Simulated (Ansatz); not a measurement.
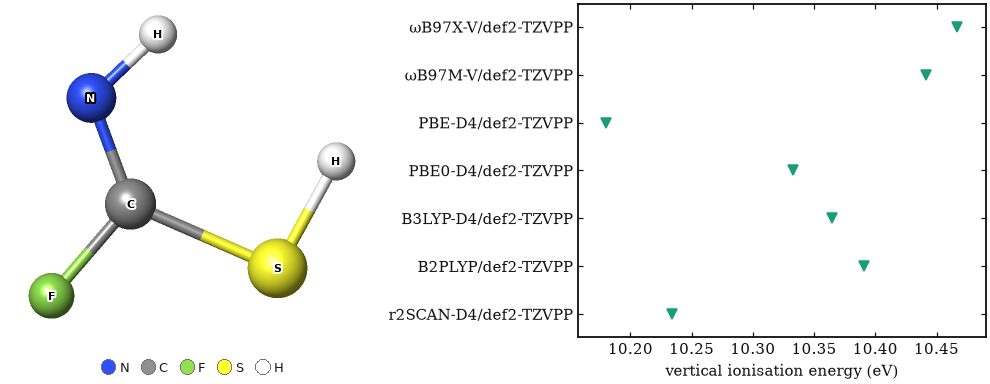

Vertical ionisation energy of CH₂FNS (imidic-acid tautomer), SMILES N(=C(\F)S)/[H], taken as the energy of the cation less that of the neutral at fixed geometry (unrestricted doublet cation, cores frozen in correlated methods, no spin-orbit coupling), the Ansatz code 0.2.0, at a PBE0-D4/def2-TZVP geometry (a minimum by its frequencies).

> What range do the values span?

From 10.18 eV (PBE-D4/def2-TZVPP) to 10.47 eV (ωB97X-V/def2-TZVPP).

> Give the values.

```
               level     eV
  ωB97X-V/def2-TZVPP  10.47
  ωB97M-V/def2-TZVPP  10.44
   PBE-D4/def2-TZVPP  10.18
  PBE0-D4/def2-TZVPP  10.33
 B3LYP-D4/def2-TZVPP  10.36
   B2PLYP/def2-TZVPP  10.39
r2SCAN-D4/def2-TZVPP  10.23
```
